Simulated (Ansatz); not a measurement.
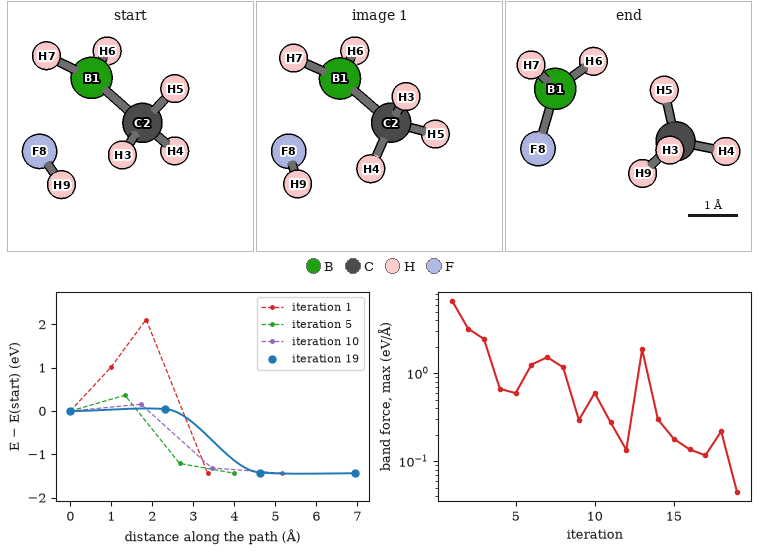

A nudged-elastic-band calculation for CH6BF. Images are numbered from 0 (start) to 3 (end). The plot follows the band through its iterations. The picture is a ball-and-stick view, seen from a free direction.

Level of theory: RKS PBE0-D4/def2-SVP (Ansatz 0.2.0). Run with 2 movable images; no climbing image; force threshold 0.05 eV/Å; iteration limit 60; starting path through a guess of the saddle point.

**How did the profile develop, and is the result final?**

The run is converged, with reservations. The band converged in 19 iterations. The largest component of the band force went from 6.5 to 0.045 eV/Å. No image climbed, so the highest image needn't lie on the saddle point, and the true maximum along this path can be higher. So few images resolve the path coarsely. The first iteration put the highest image at 2.11 eV. The energy climbs by 0.05 eV to image 1 and then falls by 1.48 eV, so the end point sits at −1.44 eV.

The run took 41 s on 2 threads of Arm Neoverse V1, with other jobs on the host, peak memory 0.13 GiB.
